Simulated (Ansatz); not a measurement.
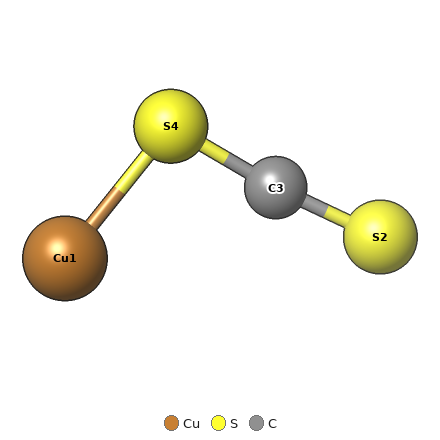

The system is CCuS₂, charge +1; the picture shows the reference structure. First axis: separation of S4 and Cu1 along their line in the relaxed pair. Second axis: sideways slip of Cu1. Nothing is relaxed (both partners rigid). The scan uses an 11 × 11 grid. Points are written as (first, second). Energies are in eV, from the lowest grid point. These are results of RKS PBE0-D4/def2-SVPD (Ansatz 0.2.0), not measurements.

Its coordinates:

```xyz
4

Cu   -0.2438    0.2174   -2.1764
S     1.0286   -0.9200    1.6143
C     0.1162   -0.1037    0.7020
S    -0.9010    0.8063   -0.1400
```

Range: separation of S4 and Cu1 along their line in the relaxed pair from 1.864 to 3.864 Å; sideways slip of Cu1 from −1.5 to 1.5 Å.

**Predict the map.**

The lowest grid point is at (2.235 Å, 0.0 Å). No other kind of well shows on this grid. The highest grid point, (3.864 Å, −1.5 Å), lies 1.52 eV above the lowest.

```
second ↓, first →  1.864  1.944  2.074  2.235  2.419  2.622  2.842  3.078  3.328  3.590  3.864
              1.5   0.16   0.19   0.28   0.42   0.59   0.78   0.97   1.14   1.29   1.41   1.52
              1.2   0.14   0.12   0.16   0.28   0.45   0.64   0.85   1.05   1.22   1.36   1.48
              0.9   0.25   0.13   0.08   0.15   0.31   0.51   0.74   0.96   1.15   1.31   1.44
              0.6   0.49   0.25   0.07   0.06   0.20   0.41   0.64   0.88   1.09   1.27   1.41
              0.3   0.75   0.39   0.09   0.01   0.13   0.34   0.58   0.84   1.06   1.24   1.39
              0.0   0.85   0.44   0.10   0.00   0.10   0.32   0.57   0.82   1.05   1.23   1.39
             −0.3   0.70   0.35   0.08   0.02   0.14   0.35   0.60   0.84   1.06   1.25   1.39
             −0.6   0.43   0.22   0.07   0.08   0.23   0.44   0.67   0.90   1.10   1.27   1.41
             −0.9   0.24   0.16   0.14   0.21   0.37   0.57   0.78   0.98   1.17   1.32   1.44
             −1.2   0.24   0.24   0.29   0.40   0.55   0.73   0.91   1.09   1.24   1.37   1.48
             −1.5   0.40   0.44   0.51   0.62   0.75   0.90   1.05   1.19   1.32   1.43   1.52
```

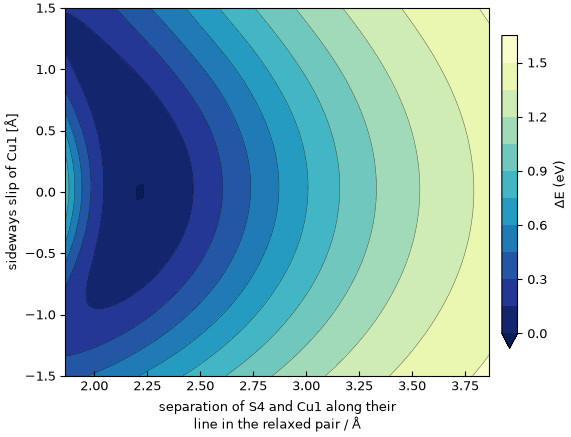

Drawn: filled contours. Between grid points the surface is interpolated.

The whole map (121 points run) took 9.6 min on 1 thread of Arm Neoverse V2, on a shared host.
